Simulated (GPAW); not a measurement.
# Si K edge of SrSi (Cmcm): cell size and cost

How large a supercell does the Si K edge of SrSi (Cmcm) need, and what does it cost? The absorber has 2 Si at 2.51 Å (bent, 107°, site symmetry m2m).

The runs were made apart and are set side by side; the one with the holes farthest apart serves as the reference. All curves get a further Gaussian of 1.5 eV full width, so that line shapes and meshes matter less.

## Step 1: Cost and result by level

| run | hole distance (Å) | k mesh | core time | raw zero (eV) | zero less the added terms (eV) | r.m.s. from the reference after the best shift (%) |
| --- | --- | --- | --- | --- | --- | --- |
| GPAW LDA, 8 atoms | 6.2 | 4×4×4 | 5.5 min | 1842.8 | 1828.0 | 2 |
| GPAW LDA, 16 atoms | 7.4 | 5×5×4 | 1.7 h | 1842.9 | 1828.0 | - |

Times are from shared hosts. The zero: total-energy differences, less 14.9 eV, the free-atom term for the hole's spin; LDA puts this hole about 8 eV below PBE, itself good to a few eV.

```tsv
E (eV)	GPAW LDA, 8 atoms	GPAW LDA, 16 atoms
-2.0	0.00	0.00
-0.5	0.23	0.23
1.0	0.80	0.84
2.5	1.10	1.13
4.0	1.49	1.45
5.5	1.70	1.68
7.0	1.38	1.40
8.5	0.99	1.00
10.0	0.79	0.78
11.5	0.76	0.75
13.0	0.74	0.73
14.5	0.75	0.76
16.0	0.78	0.78
17.5	0.84	0.84
19.0	0.90	0.89
20.5	0.89	0.90
22.0	0.83	0.83
23.5	0.78	0.78
25.0	0.74	0.73
26.5	0.71	0.71
28.0	0.70	0.70
29.5	0.69	0.69
```

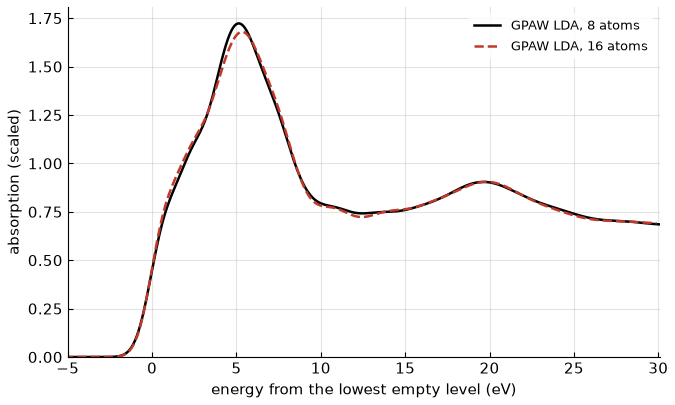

The spectra after the common broadening.

## Step 2: Reading

The smallest cell differs from the reference by 2 % r.m.s. after a shift of 0.0 eV at 0.056 of its cost, so it already gives the shape. Its highest intensity below 16 eV lies at 5.1 eV against 5.3 eV. Whether the reference itself is converged wasn't tested.

 Lifetime broadening is put in by hand, and intensities beyond about 20 eV depend on it. Meshes are coarse enough for small ripples in SrSi (Cmcm). Some cells keep the holes under 6.5 Å apart, so shapes are probably not fully converged. The structures are entries of the Crystallography Open Database, used as given.

[Logs are printed without paths, hosts, clocks, repeated set-up lines and the standing remarks that a program may print on its own settings, such as how far it seeks lower states.]

[Hosts, paths, dates, database ids (printed as entryN), source tags and the programs' standing remarks are cut or masked in the printed files.]
